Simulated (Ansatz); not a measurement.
## Electronic structure of CH4AlBO (SMILES [CH3][Al]1[BH][O]1) in real space

Input

```
crystal:
  periodic: [false, false, false]
  atoms:
    - {symbol: C, position_ang: [-0.851549, 1.280052, -0.430709]}
    - {symbol: Al, position_ang: [-0.025327, -0.472062, -0.276855]}
    - {symbol: B, position_ang: [1.119021, -1.965061, 0.388352]}
    - {symbol: O, position_ang: [1.186756, -0.803407, 1.033534]}
    - {symbol: H, position_ang: [-1.558424, 1.348049, -1.259097]}
    - {symbol: H, position_ang: [-1.381543, 1.520569, 0.496055]}
    - {symbol: H, position_ang: [-0.078287, 2.041239, -0.573149]}
    - {symbol: H, position_ang: [1.681352, -3.006477, 0.565970]}
basis:
  gaussian: {orbitals: def2-TZVPP}
hamiltonian: {xc: pbe0, dispersion: d4}
output: {orbitals: {seedname: orbitals}}
```

Run with:

```sh
ansatz run in.yaml --threads 2 --pin off --events-out ev --progress --plain --max-ram 4352MiB
```

Geometry: PBE0-D4/def2-TZVP.

These are results of RKS PBE0-D4/def2-TZVPP in Ansatz, not measurements.

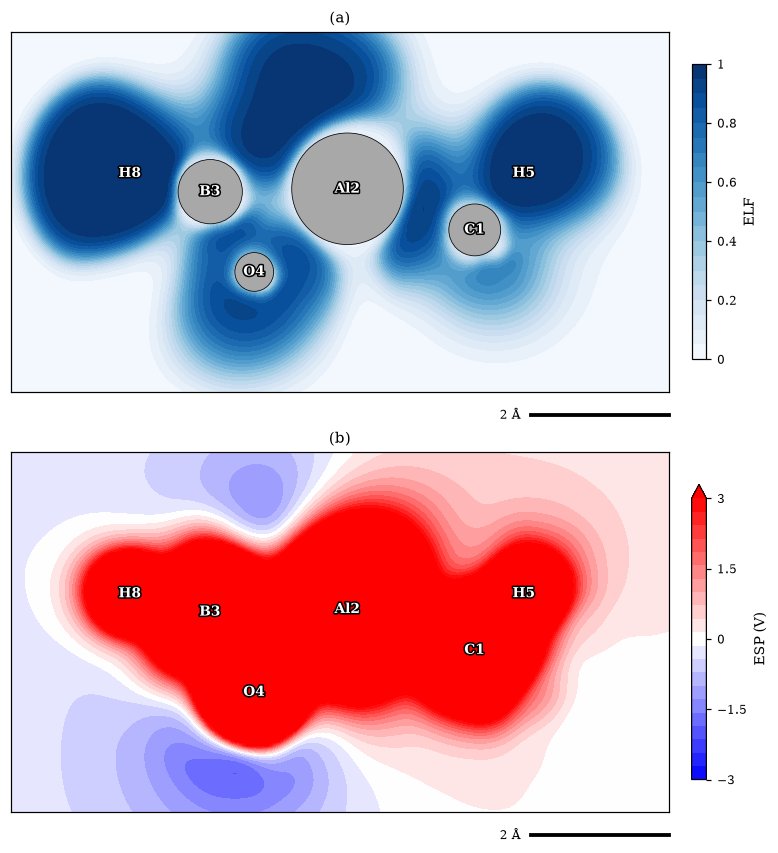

Figure 1. (a) electron localisation function; (b) molecular electrostatic potential on the plane of atoms B3, Al2 and O4. Grey discs cover the atomic cores in the ELF map.

Describe what can be read from this map.

Answer.
- The plane passes through C, Al, B, O and H nuclei.
- B–O (1.33 Å): the ELF peaks at about 0.85 between the atoms; a polar covalent bond.
- Al–O (1.82 Å): the ELF peaks at about 0.85 in the valence shell of O, 0.6 Å from its nucleus, and is about 0.45 at the midpoint.
- C–Al (1.94 Å): the ELF peaks at about 0.95 between the atoms: a polar covalent bond.
- Al–B (2.00 Å): the ELF peaks at about 0.55 in the valence shell of B, 0.8 Å from its nucleus, and is about 0.45 at the midpoint.
- C–H (1.09 Å): the ELF climbs to about 1 towards the hydrogen, as it does in any bond to H (a covalent bond by its length).
- The ELF also peaks beside O4, away from the bonds: lone-pair regions.
- Outside the dense part of the molecule the potential is most negative (−1.9 V) near O4.

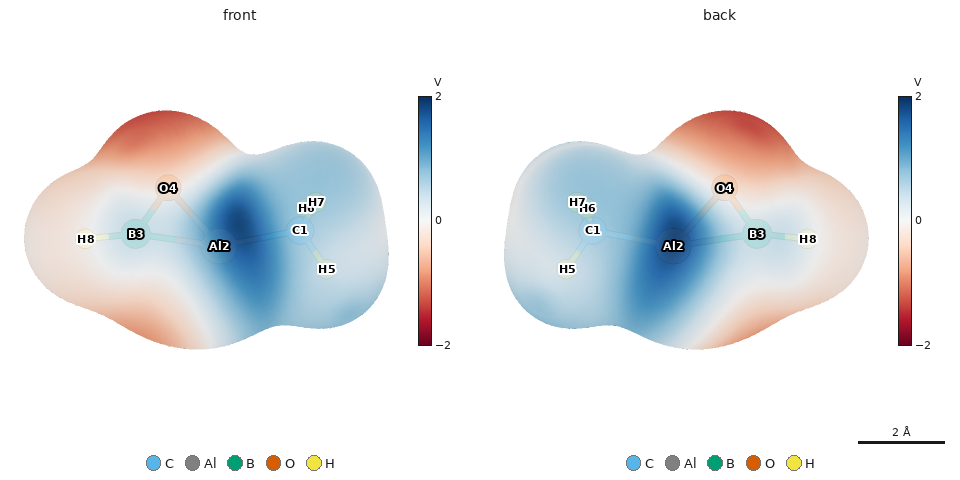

Figure 2. The molecular electrostatic potential painted on the density surface at 0.001 e/bohr³, seen from the front and from behind; red is negative and blue positive.

Where is the surface potential most negative and most positive?

Answer. The most negative region (about −1.3 V) lies over O4, the most positive (about +1.8 V) over Al2. O4 is the likeliest acceptor of a hydrogen bond.

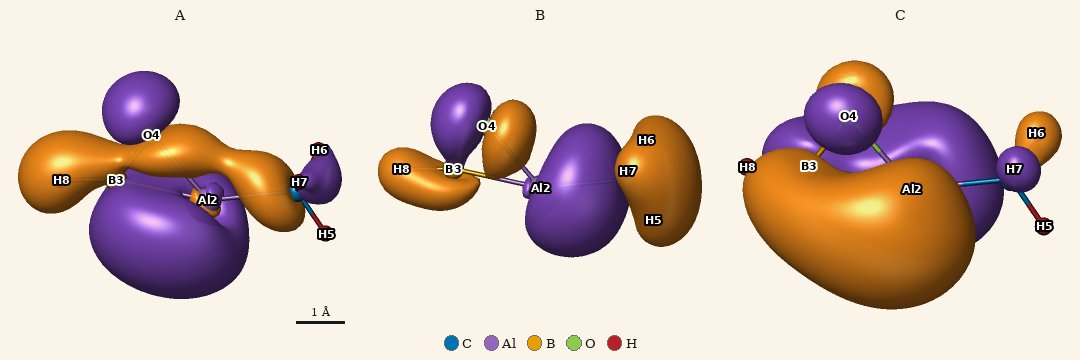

Figure 3. Three frontier orbitals at ±0.08 Å⁻³ᐟ² (orange and purple are the two phases), in no order.

Order the three orbitals by energy and name them.

Answer. B is the HOMO−1 (−9.25 eV). It lies mainly on C1 (about 45 %), Al2 (about 25 %) and O4 (about 15 %). A is the HOMO (−5.88 eV). By Hirshfeld shares it lies mainly on Al2 (about 40 %), B3 (about 30 %), O4 (about 20 %) and H8 (about 5 %). C is the LUMO (−1.26 eV). Its weight (Hirshfeld) is mainly on Al2 (about 55 %), B3 (about 20 %) and O4 (about 15 %).

What is the HOMO–LUMO gap?

Answer. 4.62 eV between the orbital energies.

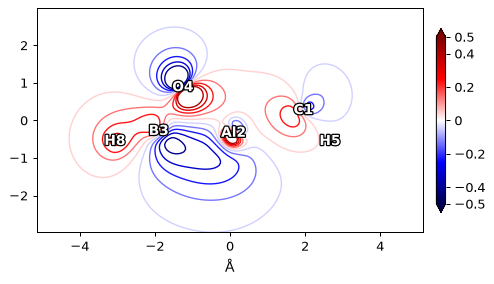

Figure 4. The HOMO on the plane of atoms O4, B3 and H8 (values in Å⁻³ᐟ²; the overall sign is arbitrary).

What is the character of this orbital?

Answer. It lies mainly on Al2 (about 40 %), B3 (about 30 %), O4 (about 20 %) and H8 (about 5 %). Its energy is −5.88 eV.
